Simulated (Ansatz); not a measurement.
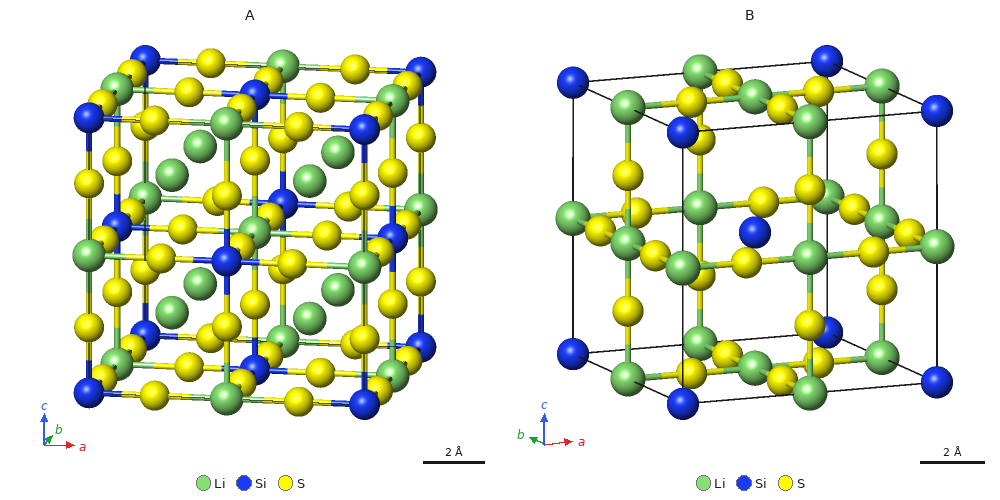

Two structures of Li$_{3}$SiS$_{6}$, each relaxed to rest (conventional cells in solid outline, small ones repeated, not to one scale). Method: DFT PBE, scalar-relativistic, plane waves, PAW (Ansatz 0.2.0), without spin polarisation.

> What are the two structures?

A: 40 atoms a cell on a face-centred cubic lattice, Fm-3m. B: 20 atoms a cell on a body-centred cubic lattice, Im-3m.

> Compare their energies: which is lower?

A is lower, by 1077 meV/atom at this level of theory (energies at zero smearing). Volumes: A 19.8, B 33.1 Å³/atom.

One or both may be structure types tried for this composition rather than known phases.
